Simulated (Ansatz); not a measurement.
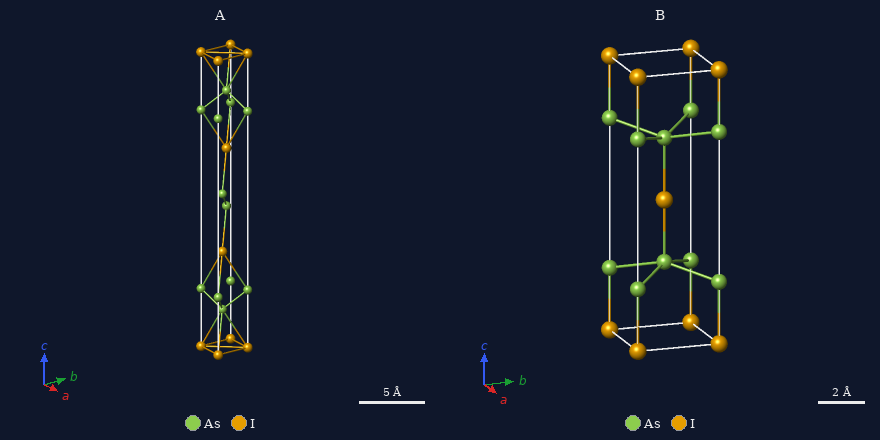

Two structures of As$_{2}$I, each relaxed to rest (conventional cells in solid outline, small ones repeated, not to one scale). Method: DFT PBE, scalar-relativistic, plane waves, PAW (Ansatz), without spin polarisation.

What are A and B?

Answer. A: 9 atoms a cell on a rhombohedral (trigonal R) lattice, R-3m. B: 6 atoms a cell on a body-centred tetragonal lattice, I4/mmm.

Which of the two does the method prefer?

Answer. A is lower, by 103 meV/atom at this level of theory (energies at zero smearing). Volumes: A 29.4, B 29.2 Å³/atom.

One or both may be structure types tried for this composition rather than known phases.
